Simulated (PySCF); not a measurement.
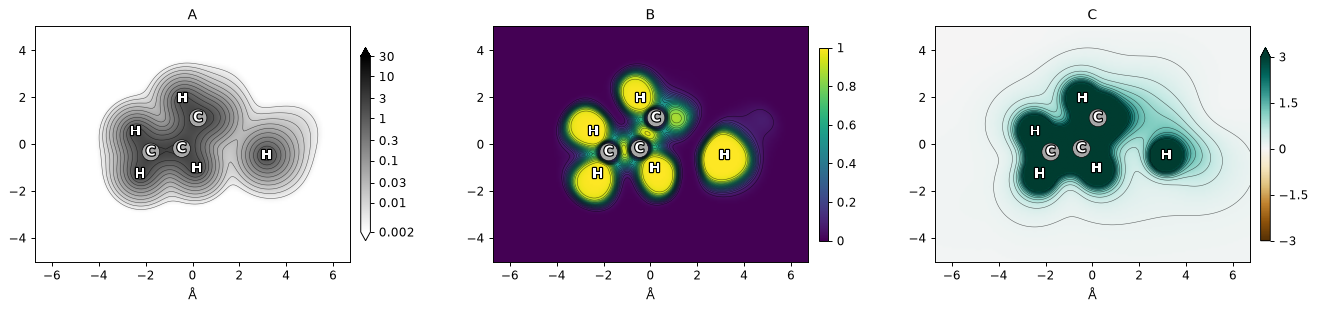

C3H11NSSi2: 3 fields on the plane of atoms C2, C1 and H9, with unlabelled colour scales. Grey discs cover the atomic cores.

Geometry: GFN2-xTB.

All numbers below come from PySCF 2.14.0, CAM-B3LYP/def2-SVPD, SCF density, gas phase.

> The panels show electron density, electron localisation function and electrostatic potential in some order. Assign them.

Panel A: electron density. Panel B: electron localisation function. Panel C: electrostatic potential (strongly positive close to the atoms and fading to about zero outside). From the grid: C–C (1.32 Å): the density is about 2.3 e/Å³ at the midpoint; the ELF peaks at about 0.95 between the atoms: a short, multiple covalent bond.
